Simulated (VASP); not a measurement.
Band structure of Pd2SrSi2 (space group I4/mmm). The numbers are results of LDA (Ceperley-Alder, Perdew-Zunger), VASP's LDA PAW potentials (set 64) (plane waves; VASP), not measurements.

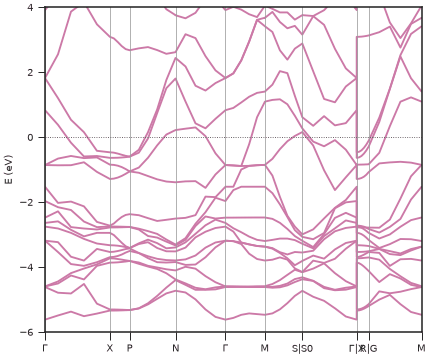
*Bands along high-symmetry lines, zero at the valence-band maximum or, without a gap, the Fermi level*

Q: Read the plot: is there a gap, and where are the band edges?

A: It has no gap at this level: it comes out as a metal or semimetal.

The structure comes from a computed database's Pd2SrSi2 entry; how it stands against other phases isn't given here. The cell was not relaxed at this level.
